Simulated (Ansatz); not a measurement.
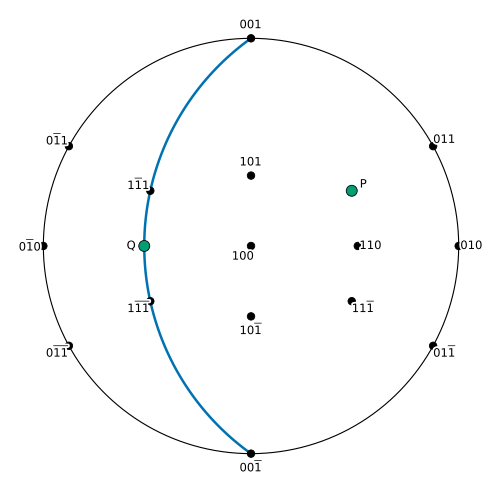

Crystal: Cl, the geometry relaxed in a fixed cell with DFT PBE+D3(BJ), scalar-relativistic, plane waves, PAW in Ansatz 0.2.0. Stereographic projection of plane normals (upper hemisphere) centred on (1 0 0). The drawing is computed from the coordinates (standard cell, symmetry found to 0.002 Å).

a = 6.290 Å, b = 4.500 Å, c = 8.210 Å, α = 90.00°, β = 90.00°, γ = 90.00°.

Index the poles marked P, Q.

Answer. P is (1 1 1), 57.9° from the centre; Q is (1 −1 0), 54.4° from the centre.

Which zone does the coloured great circle trace?

Answer. The zone [1 1 0]: its poles satisfy h + k = 0.

What is the angle between the normals of (1 1 0) and (0 −1 1), and what are their d_hkl = 1/|g|?

Answer. 135.5°; d = 3.660 Å and 3.946 Å.
